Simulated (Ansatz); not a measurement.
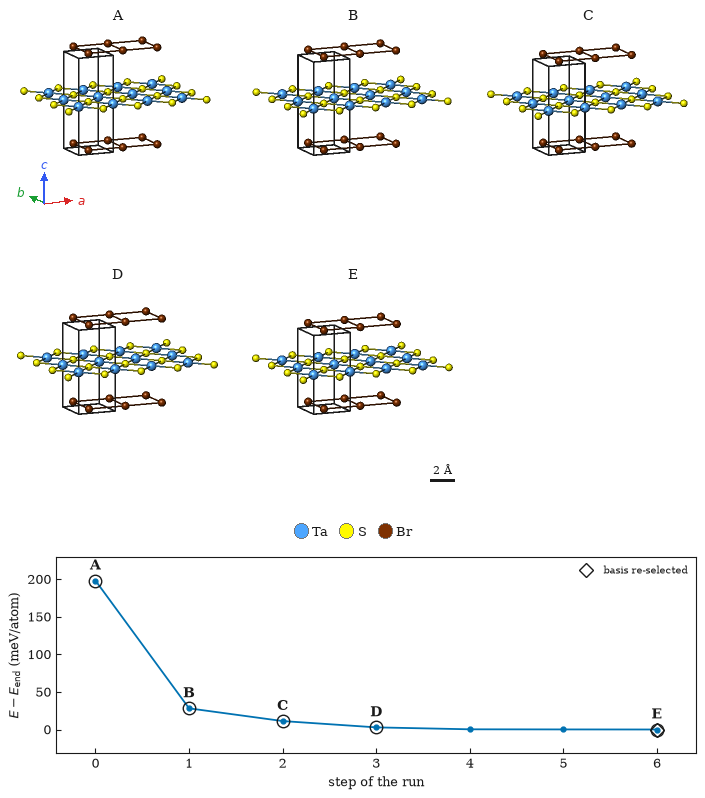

Frames of a relaxation of solid TaSBr (a generated structure, set up in P4/mmm) (coarse preliminary run), marked on the history of the run. The picture is a ball-and-stick view of the cell of the calculation, repeated 3 × 2 × 1 with one cell outlined, seen slightly off an axis.

Theory: Ansatz 0.2.0, DFT PBE, scalar-relativistic, plane waves, PAW.

Input
```yaml
crystal:
  lattice:
    - [3.2180952, 0.0, 0.0]
    - [0.0, 3.2180952, 0.0]
    - [0.0, 0.0, 8.4733181]
  atoms:
    - { symbol: Ta, position: [0.0, 0.0, 0.5], spin: 1.0 }
    - { symbol: S, position: [0.5, 0.5, 0.5] }
    - { symbol: Br, position: [0.5, 0.5, 0.0] }
basis:
  ecutwfc: 420
kpoints:
  mp_grid: { grid: [6, 6, 2] }
hamiltonian:
  xc: pbe
scf:
  occupations: { method: gaussian, width: 0.1 }
  lower_state_search: "off"
output:
  forces: true
  stress: true
  eigenvalues: true
  populations: true
magnetization:
  spin_polarized: true
relax:
  adjacent_minimum: "off"
  f_tol: 0.04
  max_steps: 70
  cell: { stress_tol: 0.4 }
```

Run as
```bash
ansatz run input.yaml --threads 1 --pin off --max-ram 2048MiB --backend cpu --events-out ev --progress --plain --runs-dir out
```

Question: Describe the path.

Answer: Over 5 accepted moves (6 points after the start) the energy falls by 198 meV per atom. All forces vanish by symmetry, so only the cell relaxes. The pressure goes from 10.83 to 0.09 GPa. The SCF was repeated once at an unchanged geometry on a basis and grid sized afresh for the cell, which shifted the energy by 0.1 meV per atom at most. No atom moves by more than 0.005 Å relative to the cell. Cell: a = b 3.218 → 3.401 Å (+5.7 %), c 8.473 → 6.879 Å (−18.8 %). Volume −9.3 %. Near-neighbour distances that change, for instance: Br3–Br3 3.218 → 3.401 Å, Ta1–Ta1 3.218 → 3.401 Å, Ta1–S2 2.276 → 2.405 Å. The space group stays P4/mmm (No. 123). From step 0 to 1: volume +5.6 %, energy −170 meV per atom. From step 1 to 2: volume −3.3 %, energy −16.9 meV per atom. From step 2 to 3: volume −4.9 %, energy −8.4 meV per atom. From step 3 to 6: volume −6.6 %, energy −2.8 meV per atom.

```json
{"step": "0", "E − E(0), meV/atom": "0.00", "pressure, GPa": "10.83", "volume, Å³/atom": "29.250", "note": ""}
{"step": "1", "E − E(0), meV/atom": "-169.94", "pressure, GPa": "0.58", "volume, Å³/atom": "30.893", "note": ""}
{"step": "2", "E − E(0), meV/atom": "-186.85", "pressure, GPa": "-0.58", "volume, Å³/atom": "29.872", "note": ""}
{"step": "3", "E − E(0), meV/atom": "-195.24", "pressure, GPa": "-0.64", "volume, Å³/atom": "28.395", "note": ""}
{"step": "4", "E − E(0), meV/atom": "-197.82", "pressure, GPa": "-0.28", "volume, Å³/atom": "27.383", "note": ""}
{"step": "5", "E − E(0), meV/atom": "-197.99", "pressure, GPa": "0.10", "volume, Å³/atom": "26.518", "note": ""}
{"step": "6", "E − E(0), meV/atom": "-198.08", "pressure, GPa": "0.09", "volume, Å³/atom": "26.518", "note": "same geometry, new basis"}
```

Limits of the set-up: the k-point mesh is coarse for a cell with partly filled bands.
